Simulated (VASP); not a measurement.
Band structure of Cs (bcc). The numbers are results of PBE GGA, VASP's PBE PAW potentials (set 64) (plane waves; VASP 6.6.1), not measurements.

Unless said otherwise, spin-orbit coupling is left out, though it shifts the bands of the heavy elements here.

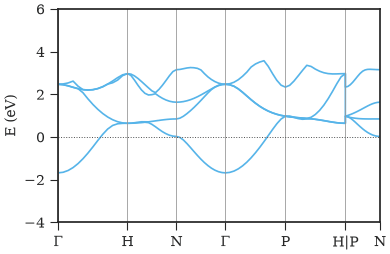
Bands along high-symmetry lines, zero at the valence-band maximum or, without a gap, the Fermi level

Task: Read the plot: is there a gap, and where are the band edges?

Result: It has no gap at this level: it comes out as a metal or semimetal. (Edges off the drawn lines would not show.)

The compound is Cs in the bcc structure. It was relaxed first.
